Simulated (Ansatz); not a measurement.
# Cl2H6O8Si2Sn: one molecule under many settings

How do the results and run time of Cl2H6O8Si2Sn respond when the settings are drawn wide?

Method: the settings change from run to run; program: Ansatz 0.2.0, Gaussian basis.

## Step 1: The relaxed structure

An earlier PBE0-D4 in a triple-zeta def2 set relaxation fixed the geometry. Sn takes a core potential in def2 sets; no spin-orbit term is included.

19 atoms, charge 0, spin multiplicity 1.

Atoms are counted from 1 here; the program's logs count them from 0.

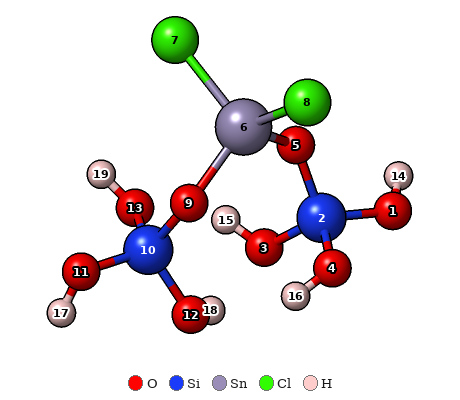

The geometry (oxygen red, silicon blue, tin purple, chlorine green, hydrogen pink); atoms are numbered from 1 in the order of the file.

## Step 2: r2SCAN/def2-TZVPP

The input, in.yaml:

```yaml
crystal:
  periodic: [false, false, false]
  atoms:
    - {symbol: O, position_ang: [-1.984451, 2.614843, -1.579221]}
    - {symbol: Si, position_ang: [-1.020256, 1.513402, -0.891261]}
    - {symbol: O, position_ang: [-0.396490, 0.452439, -1.988313]}
    - {symbol: O, position_ang: [0.186169, 2.342866, -0.190785]}
    - {symbol: O, position_ang: [-1.858896, 0.637406, 0.214408]}
    - {symbol: Sn, position_ang: [-1.177560, -0.111573, 1.855005]}
    - {symbol: Cl, position_ang: [-2.270511, -2.099501, 2.188466]}
    - {symbol: Cl, position_ang: [-1.483824, 1.282742, 3.627072]}
    - {symbol: O, position_ang: [0.709232, -0.479731, 1.660549]}
    - {symbol: Si, position_ang: [1.476344, -1.123387, 0.379610]}
    - {symbol: O, position_ang: [2.675046, -2.034811, 0.977491]}
    - {symbol: O, position_ang: [2.059401, 0.017948, -0.629727]}
    - {symbol: O, position_ang: [0.380976, -1.970823, -0.521825]}
    - {symbol: H, position_ang: [-2.850119, 2.334677, -1.876741]}
    - {symbol: H, position_ang: [-0.591056, -0.476318, -1.818266]}
    - {symbol: H, position_ang: [1.049748, 1.917390, -0.163835]}
    - {symbol: H, position_ang: [3.446622, -2.160768, 0.423387]}
    - {symbol: H, position_ang: [1.513111, 0.163636, -1.417222]}
    - {symbol: H, position_ang: [0.094714, -2.824936, -0.192393]}
basis:
  gaussian: {orbitals: def2-TZVPP}
hamiltonian: {xc: {name: r2SCAN}}
output: {forces: true}
```

Run with:

```console
ansatz run in.yaml --threads 11 --pin off --events-out ev --progress --plain --max-ram 174080MiB --backend cuda --devices 0, --max-vram 75GiB
```

Standard output, cut to the lines that bear on the results:

```text
Functional definition: r2SCAN
  name "r2SCAN"
  cite "Furness, Kaplan, Ning, Perdew & Sun, J. Phys. Chem. Lett. 11, 8208 (2020) doi:10.1021/acs.jpclett.0c02405"
  cite "Furness, Kaplan, Ning, Perdew & Sun, J. Phys. Chem. Lett. 11, 9248 (2020) doi:10.1021/acs.jpclett.0c03077"
  parent r2scan
[...]
3114 factors; their error is unknown
[...]
mean field -63122.65465675 eV, -2319.7147725636 hartree, gradient 1.6e-5 eV, S^2 0.000000; 0 other end points of the search recorded, 0 dependent functions left out
[...]
reference -63122.65467415 eV, -2319.7147732029 hartree; 77, 77 occupied and 473, 473 virtual orbitals, 3114 factors
Total energy: -63122.65467415 eV, -2319.7147732029 hartree
Atom 0 at    -1.984451     2.614843    -1.579221 Å, force    -0.015229     0.065115    -0.020918 eV/Å
Atom 1 at    -1.020256     1.513402    -0.891261 Å, force     0.028358    -0.036569     0.031893 eV/Å
Atom 2 at    -0.396490     0.452439    -1.988313 Å, force     0.023636    -0.027074    -0.083819 eV/Å
Atom 3 at     0.186169     2.342866    -0.190785 Å, force     0.032503     0.082221     0.009428 eV/Å
Atom 4 at    -1.858896     0.637406     0.214408 Å, force    -0.166155     0.016729    -0.081504 eV/Å
Atom 5 at    -1.177560    -0.111573     1.855005 Å, force     0.015485    -0.009041    -0.018520 eV/Å
Atom 6 at    -2.270511    -2.099501     2.188466 Å, force    -0.075957    -0.121387     0.027555 eV/Å
Atom 7 at    -1.483824     1.282742     3.627072 Å, force    -0.018078     0.086952     0.115843 eV/Å
Atom 8 at     0.709232    -0.479731     1.660549 Å, force     0.158101     0.018715     0.110714 eV/Å
Atom 9 at     1.476344    -1.123387     0.379610 Å, force    -0.028177    -0.006111    -0.033402 eV/Å
Atom 10 at     2.675046    -2.034811     0.977491 Å, force     0.044884    -0.025643     0.051625 eV/Å
Atom 11 at     2.059401     0.017948    -0.629727 Å, force     0.061026     0.038431    -0.028978 eV/Å
Atom 12 at     0.380976    -1.970823    -0.521825 Å, force    -0.043402    -0.025229    -0.074708 eV/Å
Atom 13 at    -2.850119     2.334677    -1.876741 Å, force    -0.020908    -0.000070    -0.007105 eV/Å
Atom 14 at    -0.591056    -0.476318    -1.818266 Å, force     0.010153    -0.019277     0.001325 eV/Å
Atom 15 at     1.049748     1.917390    -0.163835 Å, force     0.018825    -0.018397     0.006037 eV/Å
Atom 16 at     3.446622    -2.160768     0.423387 Å, force     0.015729    -0.004693    -0.007032 eV/Å
Atom 17 at     1.513111     0.163636    -1.417222 Å, force    -0.022409     0.018503    -0.012156 eV/Å
Atom 18 at     0.094714    -2.824936    -0.192393 Å, force    -0.018383    -0.033176     0.013722 eV/Å
Dipole moment:    -0.046237    -0.691532    -0.309680 e Å
```

It took 6 s on 1 × H100 with 11 threads of AMD EPYC 7R13, shared host; peak host memory 1.2 GiB.

Largest force 0.194 eV/Å, dipole 3.65 D.

## Step 3: revPBE/def2-mTZVPP

Options: D3(BJ) with three-body dispersion, the search for lower states set to off.

in.yaml: that of step 2 with these lines changed.

```diff
@@ -23,4 +23,5 @@
 basis:
-  gaussian: {orbitals: def2-TZVPP}
-hamiltonian: {xc: {name: r2SCAN}}
+  gaussian: {orbitals: def2-mTZVPP}
+hamiltonian: {xc: {name: revPBE}, dispersion: d3bjatm}
+scf: {lower_state_search: off}
 output: {forces: true}
```

The command is unchanged.

Standard output, cut to the lines that bear on the results:

```text
Functional definition: revPBE
  name "revPBE"
  cite "Zhang & Yang, Phys. Rev. Lett. 80, 890 (1998) doi:10.1103/PhysRevLett.80.890"
  cite "Perdew, Burke & Ernzerhof, Phys. Rev. Lett. 77, 3865 (1996) doi:10.1103/PhysRevLett.77.3865"
[...]
2945 factors; their error is unknown
[...]
mean field -63115.43809343 eV, -2319.4495687531 hartree, gradient 3.2e-6 eV, S^2 0.000000; 0 other end points of the search recorded, 0 dependent functions left out
[...]
reference -63115.43816601 eV, -2319.4495714205 hartree; 77, 77 occupied and 289, 289 virtual orbitals, 2945 factors
Total energy: -63117.08013810 eV, -2319.5099127816 hartree
Atom 0 at    -1.984451     2.614843    -1.579221 Å, force    -0.063151     0.866433    -0.239763 eV/Å
Atom 1 at    -1.020256     1.513402    -0.891261 Å, force     0.072686    -0.232256     0.129649 eV/Å
[...]
Atom 11 at     2.059401     0.017948    -0.629727 Å, force     0.747246     0.557306    -0.112511 eV/Å
Atom 12 at     0.380976    -1.970823    -0.521825 Å, force    -0.407273    -0.034457    -0.715658 eV/Å
Atom 13 at    -2.850119     2.334677    -1.876741 Å, force    -0.520579    -0.166111    -0.176950 eV/Å
Atom 14 at    -0.591056    -0.476318    -1.818266 Å, force    -0.102698    -0.516908     0.123327 eV/Å
Atom 15 at     1.049748     1.917390    -0.163835 Å, force     0.473153    -0.279792     0.023013 eV/Å
Atom 16 at     3.446622    -2.160768     0.423387 Å, force     0.457908    -0.071145    -0.332442 eV/Å
Atom 17 at     1.513111     0.163636    -1.417222 Å, force    -0.333263     0.091871    -0.434320 eV/Å
Atom 18 at     0.094714    -2.824936    -0.192393 Å, force    -0.180205    -0.482871     0.205414 eV/Å
Dipole moment:    -0.040540    -0.654454    -0.305449 e Å
Checks for a lower state left out: stability, starts, cluster_reference, orbital_swaps, neighbouring_geometries, increment
```

Wall time 6.5 s (1 × H100 with 11 threads of AMD EPYC 7R13, shared host); peak host memory 0.92 GiB.

Largest force 1.020 eV/Å, dipole 3.47 D.

## Step 4: wB97X/def2-SVPD

Set apart from the defaults: charge +1, multiplicity 2, restricted open-shell orbitals, high accuracy.

in.yaml: that of step 3 with these lines changed.

```diff
@@ -23,5 +23,7 @@
 basis:
-  gaussian: {orbitals: def2-mTZVPP}
-hamiltonian: {xc: {name: revPBE}, dispersion: d3bjatm}
-scf: {lower_state_search: off}
+  gaussian: {orbitals: def2-SVPD}
+total_charge: 1
+magnetization: {spin_polarized: false, initial_magnetization: 1}
+hamiltonian: {xc: {name: wB97X}}
+accuracy: high
 output: {forces: true}
```

Launched as before.

Standard output, cut to the lines that bear on the results:

```text
Functional definition: wB97X
  name "wB97X"
  cite "Chai & Head-Gordon, J. Chem. Phys. 128, 084106 (2008) doi:10.1063/1.2834918"
  cite "Becke, J. Chem. Phys. 107, 8554 (1997) doi:10.1063/1.475007"
[...]
  # The coefficients of nought are those of the uniform gas.
[...]
      + exact_x_lr(omega)
[...]
      + integral(e_c_pw_opposite_spin*poly(b97_u_opposite, 1, cos1, cos2, cos3, cos4))
7137 factors; integrals over basis functions are off by at most 1.2e-8 eV
1193 factors; integrals over basis functions are off by at most 2.1e-9 eV
[...]
mean field -63081.73485524 eV, -2318.2109975945 hartree, gradient 3.1e-8 eV, S^2 0.750000; 8 other end points of the search recorded, 0 dependent functions left out
[...]
reference -63081.73484943 eV, -2318.2109973810 hartree; 77, 76 occupied and 289, 290 virtual orbitals, 7137 factors
Total energy: -63081.73484943 eV, -2318.2109973810 hartree
[...]
Atom 9 at     1.476344    -1.123387     0.379610 Å, force     1.058811    -1.234688     0.468942 eV/Å
Atom 10 at     2.675046    -2.034811     0.977491 Å, force     0.049075    -0.003515     0.004351 eV/Å
Atom 11 at     2.059401     0.017948    -0.629727 Å, force    -0.473750     1.077794    -0.700419 eV/Å
Atom 12 at     0.380976    -1.970823    -0.521825 Å, force    -0.591601     0.228805    -0.404918 eV/Å
Atom 13 at    -2.850119     2.334677    -1.876741 Å, force    -0.588850     0.058628    -0.492138 eV/Å
Atom 14 at    -0.591056    -0.476318    -1.818266 Å, force    -0.107503    -0.863421    -0.140517 eV/Å
Atom 15 at     1.049748     1.917390    -0.163835 Å, force     0.717261    -0.134013     0.342393 eV/Å
Atom 16 at     3.446622    -2.160768     0.423387 Å, force     0.274428    -0.170550     0.061993 eV/Å
Atom 17 at     1.513111     0.163636    -1.417222 Å, force     0.574066    -0.106385    -0.189983 eV/Å
Atom 18 at     0.094714    -2.824936    -0.192393 Å, force    -0.108215    -0.240945    -0.082872 eV/Å
Dipole moment:    -0.257400     0.147093    -1.461249 e Å
```

It took 40 s on 1 × H100 with 11 threads of AMD EPYC 7R13, shared host; peak host memory 3.2 GiB.

Largest force 3.156 eV/Å.

## Step 5: PBEsol/def2-SVPD

in.yaml: that of step 4 with these lines changed.

```diff
@@ -24,6 +24,3 @@
   gaussian: {orbitals: def2-SVPD}
-total_charge: 1
-magnetization: {spin_polarized: false, initial_magnetization: 1}
-hamiltonian: {xc: {name: wB97X}}
-accuracy: high
+hamiltonian: {xc: {name: PBEsol}}
 output: {forces: true}
```

Same command.

Standard output, cut to the lines that bear on the results:

```text
Functional definition: PBEsol
  name "PBEsol"
  cite "Perdew et al., Phys. Rev. Lett. 100, 136406 (2008) doi:10.1103/PhysRevLett.100.136406"
  cite "Perdew, Burke & Ernzerhof, Phys. Rev. Lett. 77, 3865 (1996) doi:10.1103/PhysRevLett.77.3865"
  parent pbesol
[...]
3225 factors; their error is unknown
[...]
mean field -62935.44288093 eV, -2312.8348666990 hartree, gradient 6.3e-5 eV, S^2 0.000000; 0 other end points of the search recorded, 0 dependent functions left out
[...]
reference -62935.44295942 eV, -2312.8348695831 hartree; 77, 77 occupied and 289, 289 virtual orbitals, 3225 factors
Total energy: -62935.44295942 eV, -2312.8348695831 hartree
Atom 0 at    -1.984451     2.614843    -1.579221 Å, force    -0.044328     0.875047    -0.202121 eV/Å
Atom 1 at    -1.020256     1.513402    -0.891261 Å, force     0.140392    -0.009522     0.006321 eV/Å
[...]
Atom 9 at     1.476344    -1.123387     0.379610 Å, force    -0.050641    -0.049202    -0.128472 eV/Å
Atom 10 at     2.675046    -2.034811     0.977491 Å, force     0.237324    -0.459933     0.796941 eV/Å
Atom 11 at     2.059401     0.017948    -0.629727 Å, force     0.771855     0.646732    -0.056113 eV/Å
Atom 12 at     0.380976    -1.970823    -0.521825 Å, force    -0.435024     0.138604    -0.798281 eV/Å
Atom 13 at    -2.850119     2.334677    -1.876741 Å, force    -0.662974    -0.142505    -0.253971 eV/Å
Atom 14 at    -0.591056    -0.476318    -1.818266 Å, force    -0.116052    -0.788643     0.152892 eV/Å
Atom 15 at     1.049748     1.917390    -0.163835 Å, force     0.717284    -0.361505     0.057729 eV/Å
Atom 16 at     3.446622    -2.160768     0.423387 Å, force     0.598921    -0.129236    -0.372540 eV/Å
Atom 17 at     1.513111     0.163636    -1.417222 Å, force    -0.500204     0.167362    -0.655523 eV/Å
Atom 18 at     0.094714    -2.824936    -0.192393 Å, force    -0.265815    -0.634729     0.196189 eV/Å
Dipole moment:    -0.051543    -0.687574    -0.300091 e Å
```

It took 3.9 s on 1 × H100 with 11 threads of AMD EPYC 7R13, shared host; peak host memory 0.95 GiB.

Largest force 1.037 eV/Å, dipole 3.61 D.

## Step 6: PBE/def2-TZVP

Options: charge +1, multiplicity 2, D3(BJ) with three-body dispersion, high accuracy.

in.yaml: that of step 5 with these lines changed.

```diff
@@ -23,4 +23,7 @@
 basis:
-  gaussian: {orbitals: def2-SVPD}
-hamiltonian: {xc: {name: PBEsol}}
+  gaussian: {orbitals: def2-TZVP}
+total_charge: 1
+magnetization: {spin_polarized: true, initial_magnetization: 1}
+hamiltonian: {xc: {name: PBE}, dispersion: d3bjatm}
+accuracy: high
 output: {forces: true}
```

The command is unchanged.

Standard output, cut to the lines that bear on the results:

```text
Functional definition: PBE
  name "PBE"
  cite "Perdew, Burke & Ernzerhof, Phys. Rev. Lett. 77, 3865 (1996) doi:10.1103/PhysRevLett.77.3865"
  parent pbe
[...]
8717 factors; integrals over basis functions are off by at most 1.5e-7 eV
[...]
mean field -63084.81639113 eV, -2318.3242419498 hartree, gradient 3.3e-8 eV, S^2 0.751217; 10 other end points of the search recorded, 0 dependent functions left out
[...]
reference -63084.81639700 eV, -2318.3242421652 hartree; 77, 76 occupied and 405, 406 virtual orbitals, 8717 factors
Total energy: -63085.53838104 eV, -2318.3507745894 hartree
Atom 0 at    -1.984451     2.614843    -1.579221 Å, force     0.306065     0.588901     0.066346 eV/Å
Atom 1 at    -1.020256     1.513402    -0.891261 Å, force    -0.102763    -0.226243     0.337987 eV/Å
Atom 2 at    -0.396490     0.452439    -1.988313 Å, force     0.323937     0.400893    -0.366238 eV/Å
[...]
Atom 9 at     1.476344    -1.123387     0.379610 Å, force     0.355362     0.139861    -0.019296 eV/Å
Atom 10 at     2.675046    -2.034811     0.977491 Å, force    -0.328094    -0.218195     0.581197 eV/Å
Atom 11 at     2.059401     0.017948    -0.629727 Å, force     0.290291     0.292718     0.184919 eV/Å
Atom 12 at     0.380976    -1.970823    -0.521825 Å, force    -0.123974     0.375091    -0.421717 eV/Å
Atom 13 at    -2.850119     2.334677    -1.876741 Å, force    -0.807192    -0.139645    -0.400337 eV/Å
Atom 14 at    -0.591056    -0.476318    -1.818266 Å, force    -0.252716    -0.744672    -0.078879 eV/Å
Atom 15 at     1.049748     1.917390    -0.163835 Å, force     0.765422    -0.225473     0.187533 eV/Å
Atom 16 at     3.446622    -2.160768     0.423387 Å, force     0.724262    -0.169372    -0.375455 eV/Å
Atom 17 at     1.513111     0.163636    -1.417222 Å, force    -0.119023     0.116352    -0.567219 eV/Å
Atom 18 at     0.094714    -2.824936    -0.192393 Å, force    -0.264497    -0.753801     0.172863 eV/Å
Dipole moment:     0.071259    -0.579271    -0.772851 e Å
```

It took 27 s on 1 × H100 with 11 threads of AMD EPYC 7R13, shared host; peak host memory 2.3 GiB.

Largest force 1.132 eV/Å, ⟨S²⟩ 0.751.

## Step 7: LC-wPBE/def2-TZVP

Options: a point charge of 2.00 e beside it.

in.yaml: that of step 6 with these lines changed.

```diff
@@ -23,7 +23,4 @@
 basis:
-  gaussian: {orbitals: def2-TZVP}
-total_charge: 1
-magnetization: {spin_polarized: true, initial_magnetization: 1}
-hamiltonian: {xc: {name: PBE}, dispersion: d3bjatm}
-accuracy: high
+  gaussian: {orbitals: def2-TZVP, point_charges: [{charge: 2.00, position_ang: [6.493, 0.609, -0.897]}]}
+hamiltonian: {xc: {name: LC-wPBE}}
 output: {forces: true}
```

Same command.

Standard output, cut to the lines that bear on the results:

```text
Functional definition: LC-wPBE
  name "LC-wPBE"
  cite "Vydrov & Scuseria, J. Chem. Phys. 125, 234109 (2006) doi:10.1063/1.2409292"
  cite "Heyd & Scuseria, J. Chem. Phys. 120, 7274 (2004) doi:10.1063/1.1668634"
  cite "Ernzerhof & Perdew, J. Chem. Phys. 109, 3313 (1998) doi:10.1063/1.476928"
  cite "Perdew, Burke & Ernzerhof, Phys. Rev. Lett. 77, 3865 (1996) doi:10.1103/PhysRevLett.77.3865"
  parent pbe
[...]
2876 factors; their error is unknown
866 factors; integrals over basis functions are off by at most 2.0e-5 eV
[...]
mean field -63110.39998999 eV, -2319.2644218664 hartree, gradient 2.7e-5 eV, S^2 0.000000; 0 other end points of the search recorded, 0 dependent functions left out
[...]
reference -63110.39999000 eV, -2319.2644218668 hartree; 77, 77 occupied and 405, 405 virtual orbitals, 2876 factors
Total energy: -63110.39999000 eV, -2319.2644218668 hartree
[...]
Atom 9 at     1.476344    -1.123387     0.379610 Å, force    -1.933830    -0.321654     0.817478 eV/Å
Atom 10 at     2.675046    -2.034811     0.977491 Å, force     0.811274     0.211917    -0.116248 eV/Å
Atom 11 at     2.059401     0.017948    -0.629727 Å, force     1.141302     0.198313    -0.293320 eV/Å
Atom 12 at     0.380976    -1.970823    -0.521825 Å, force     0.665068     0.286948     0.108870 eV/Å
Atom 13 at    -2.850119     2.334677    -1.876741 Å, force    -0.142147     0.071379    -0.050638 eV/Å
Atom 14 at    -0.591056    -0.476318    -1.818266 Å, force    -0.163284    -0.022377    -0.094562 eV/Å
Atom 15 at     1.049748     1.917390    -0.163835 Å, force    -0.270466     0.114299     0.065760 eV/Å
Atom 16 at     3.446622    -2.160768     0.423387 Å, force    -0.304131    -0.389993     0.057091 eV/Å
Atom 17 at     1.513111     0.163636    -1.417222 Å, force    -0.406661     0.071528    -0.148689 eV/Å
Atom 18 at     0.094714    -2.824936    -0.192393 Å, force    -0.154712    -0.130879    -0.009738 eV/Å
Dipole moment:    -0.744931    -0.795316    -0.122948 e Å
```

Run time: 3.9 s. Hardware: 1 × H100 with 11 threads of AMD EPYC 7R13, shared host; peak host memory 1.2 GiB.

Largest force 2.124 eV/Å, dipole 5.27 D.

## Step 8: wB97X-V/def2-TZVP

Options: charge -1, multiplicity 2.

in.yaml: that of step 7 with these lines changed.

```diff
@@ -23,4 +23,5 @@
 basis:
-  gaussian: {orbitals: def2-TZVP, point_charges: [{charge: 2.00, position_ang: [6.493, 0.609, -0.897]}]}
-hamiltonian: {xc: {name: LC-wPBE}}
-output: {forces: true}
+  gaussian: {orbitals: def2-TZVP}
+total_charge: -1
+magnetization: {spin_polarized: true, initial_magnetization: 1}
+hamiltonian: {xc: {name: wB97X-V}}
```

Same command.

Standard output, cut to the lines that bear on the results:

```text
Functional definition: wB97X-V
  name "wB97X-V"
  cite "Mardirossian & Head-Gordon, Phys. Chem. Chem. Phys. 16, 9904 (2014) doi:10.1039/C3CP54374A"
  cite "Becke, J. Chem. Phys. 107, 8554 (1997) doi:10.1063/1.475007"
  cite "Vydrov & Van Voorhis, J. Chem. Phys. 133, 244103 (2010) doi:10.1063/1.3521275"
[...]
      + integral(e_c_pw_opposite_spin*poly(b97_u_opposite, cos0, cos1)) + vv10(b, c)
2934 factors; their error is unknown
608 factors; integrals over basis functions are off by at most 1.3e-5 eV
[...]
mean field -63119.23846402 eV, -2319.5892297961 hartree, gradient 4.8e-5 eV, S^2 0.753827; 0 other end points of the search recorded, 0 dependent functions left out
reference -63119.23846125 eV, -2319.5892296944 hartree; 78, 77 occupied and 404, 405 virtual orbitals, 2934 factors
Total energy: -63119.23846125 eV, -2319.5892296944 hartree
```

It took 6.5 s on 1 × H100 with 11 threads of AMD EPYC 7R13, shared host; peak host memory 1.5 GiB.

⟨S²⟩ 0.754.

## Step 9: wPBEh/def2-TZVPP

This run has multiplicity 3, finite nuclei.

in.yaml: that of step 8 with these lines changed.

```diff
@@ -23,5 +23,4 @@
 basis:
-  gaussian: {orbitals: def2-TZVP}
-total_charge: -1
-magnetization: {spin_polarized: true, initial_magnetization: 1}
-hamiltonian: {xc: {name: wB97X-V}}
+  gaussian: {orbitals: def2-TZVPP, nuclear_model: gaussian}
+magnetization: {spin_polarized: true, initial_magnetization: 2}
+hamiltonian: {xc: {name: wPBEh}}
```

Launched as before.

Standard output, cut to the lines that bear on the results:

```text
Functional definition: wPBEh
  name "wPBEh"
  cite "Heyd, Scuseria & Ernzerhof, J. Chem. Phys. 118, 8207 (2003) doi:10.1063/1.1564060"
  cite "Krukau, Vydrov, Izmaylov & Scuseria, J. Chem. Phys. 125, 224106 (2006) doi:10.1063/1.2404663"
  cite "Heyd & Scuseria, J. Chem. Phys. 120, 7274 (2004) doi:10.1063/1.1668634"
  cite "Ernzerhof & Perdew, J. Chem. Phys. 109, 3313 (1998) doi:10.1063/1.476928"
  cite "Perdew, Burke & Ernzerhof, Phys. Rev. Lett. 77, 3865 (1996) doi:10.1103/PhysRevLett.77.3865"
  parent pbe
[...]
3255 factors; their error is unknown
173 factors; integrals over basis functions are off by at most 2.5e-7 eV
[...]
mean field -63096.69276001 eV, -2318.7606904558 hartree, gradient 2.3e-6 eV, S^2 2.006919; 10 other end points of the search recorded, 0 dependent functions left out
reference -63096.69281964 eV, -2318.7606926471 hartree; 78, 76 occupied and 472, 474 virtual orbitals, 3255 factors
Total energy: -63096.69281964 eV, -2318.7606926471 hartree
```

It took 28 s on 1 × H100 with 11 threads of AMD EPYC 7R13, shared host; peak host memory 1.5 GiB.

⟨S²⟩ 2.007.

## Step 10: All runs side by side

```
             level  charge  multiplicity               geometry  functions  energy (eV)   time
 r2SCAN/def2-TZVPP       0             1                relaxed        550   -63122.655    6 s
revPBE/def2-mTZVPP       0             1                relaxed        366   -63117.080  6.5 s
   wB97X/def2-SVPD       1             2                relaxed        366   -63081.735   40 s
  PBEsol/def2-SVPD       0             1                relaxed        366   -62935.443  3.9 s
     PBE/def2-TZVP       1             2                relaxed        482   -63085.538   27 s
 LC-wPBE/def2-TZVP       0             1  relaxed, point charge        482   -63110.400  3.9 s
 wB97X-V/def2-TZVP      -1             2                relaxed        482   -63119.238  6.5 s
  wPBEh/def2-TZVPP       0             3                relaxed        550   -63096.693   28 s
```

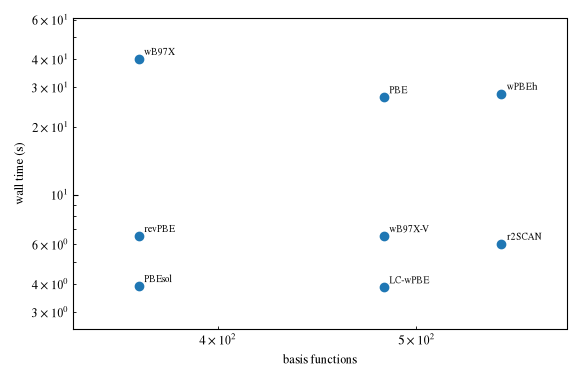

Wall time against the number of basis functions (shared host).

## Step 11: Results

| quantity | value |
| --- | --- |
| runs | 8 |
| quickest | LC-wPBE/def2-TZVP, 3.9 s |
| slowest | wB97X/def2-SVPD, 40 s |
| spread of total energies, same state and geometry | 187.2 eV |
| dipole, same state and geometry | 3.47 to 3.65 D |

What this shows: wB97X/def2-SVPD took 10 times as long as LC-wPBE/def2-TZVP. The jobs differ in tasks and options as well as level. Total energies at one charge and spin differ by 187 eV between levels, so only differences within one level mean anything. At the PBE0-D4/def2-TZVP geometry and in the same state, runs without warnings or point charges leave forces up to 1.04 eV/Å (PBEsol/def2-SVPD). At that geometry and state the dipole changes by 5 % between the lowest and highest value.
